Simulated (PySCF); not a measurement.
Molecule: SMILES C[SiH2]N[Si](O)(O)O. Atoms near the plane z = 1.0 Å, at the GFN2-xTB optimised geometry (x, y, z in Å): N3 (-0.4, -0.8, 0.0), Si4 (0.3, -2.4, 0.0), O5 (1.9, -2.4, 0.0), O7 (-0.2, -3.0, 1.4), H10 (-2.4, 1.7, -0.2), H12 (-0.8, 2.4, 0.0), H13 (-0.6, -0.4, 0.9), H16 (0.4, -3.6, 1.8).

Level of theory: PBE0/def2-TZVP (PySCF 2.14.0). The values are rescaled to run from 0 to 1.

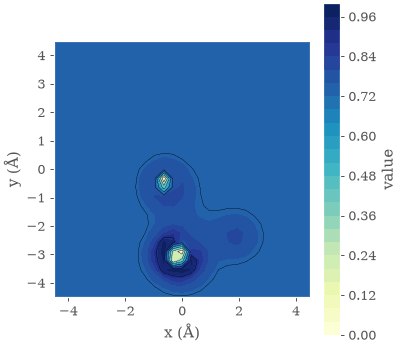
Figure. a field on the plane z = 1.0 Å.

Q: Which quantity is mapped?
A. deformation density (molecule minus spherical neutral atoms)
B. Laplacian of the electron density
C. electron localisation function
D. electrostatic potential

A: B, Laplacian of the electron density. In full: Laplacian of the electron density (e/bohr⁵), clipped to [-1.50, 1.50].
